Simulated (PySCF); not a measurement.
Sn(OH)2(OEt)2, SMILES [OH][Sn]([O]CC)([OH])[O]CC (C4H12O4Sn) at its GFN2-xTB optimised geometry (Å):

```
21

C     -1.1685    -3.2005     0.5941
C     -1.4719    -1.9930     1.4620
O     -0.4287    -1.0439     1.4834
Sn     0.0926     0.1153     0.0000
O      2.0204     0.1153     0.0000
O     -0.6344    -0.5883    -1.6389
O     -0.4459     1.9862     0.0000
C      0.1993     2.9998     0.7372
C      0.0134     2.8641     2.2373
H     -1.9775    -3.9213     0.6694
H     -1.0640    -2.8879    -0.4421
H     -0.2410    -3.6668     0.9144
H     -1.5694    -2.2941     2.5109
H     -2.4151    -1.5358     1.1483
H      2.4151    -0.6700     0.3841
H     -0.7371     0.0740    -2.3259
H      1.2646     3.0369     0.4903
H     -0.2705     3.9213     0.3777
H      0.4828     1.9418     2.5795
H     -1.0453     2.8260     2.4797
H      0.4709     3.7074     2.7470
```

Method: PBE0/def2-SVP, def2 effective core potentials past Kr in PySCF. The core electrons that the potentials of Sn replace are not part of the density. Cells within 0.4 Å of a nucleus heavier than hydrogen are left out (blank, or x).

Map of the electrostatic potential (hartree/e), clipped to [-0.08, 0.12] on the plane z = 0.0 Å:

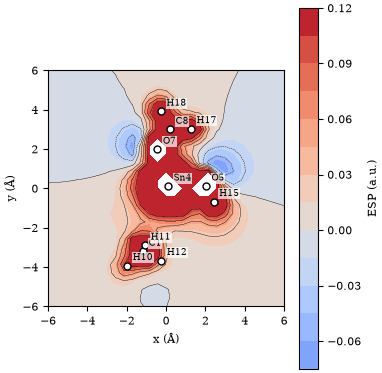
Electrostatic potential (hartree/e), clipped to [-0.08, 0.12] on the plane z = 0.0 Å.
